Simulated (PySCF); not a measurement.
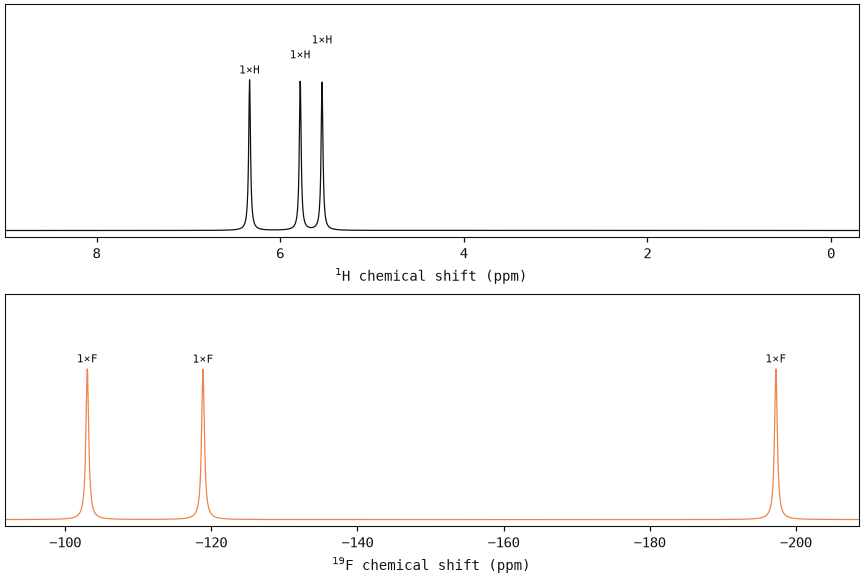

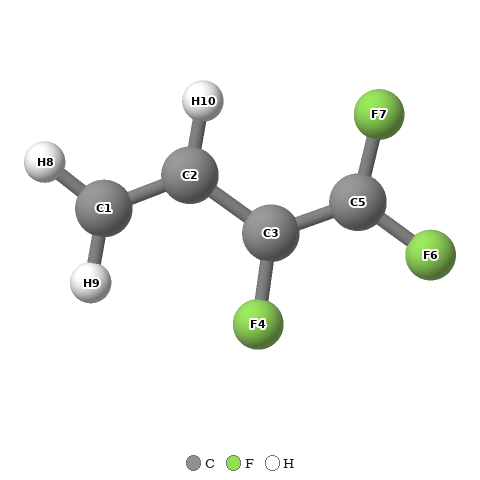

Spectrum and numbered structure of C₄H₃F₃ (1,1,2-trifluorobuta-1,3-diene), SMILES C=CC(F)=C(F)F. GIAO shifts, PBE0/pcSseg-1, PySCF 2.14.0, at a PBE0-D3(BJ)/def2-SVP geometry (no frequency check), against TMS for ¹H and CFCl₃ for ¹⁹F computed at the same level (¹⁹F: this reference is a hard case for the method, so all values can be off together by tens of ppm, and differences between signals are safer). Gas phase, fully decoupled, line heights follow the number of nuclei, widths are arbitrary (no quadrupolar broadening); values of one conformer, averaged over methyl-type rotors and exact or near symmetry; other conformers aren't averaged in.

Assign the ¹H signals to the numbered atoms.

Answer.
| δ (ppm) | nuclei | atoms |
| --- | --- | --- |
| 6.33 | 1 | H10 |
| 5.78 | 1 | H9 |
| 5.54 | 1 | H8 |

Which ¹⁹F nuclei are the least shielded, and which the most?

Answer. Least shielded: F6 at −103.0 ppm. Most shielded: F4 at −197.3 ppm.
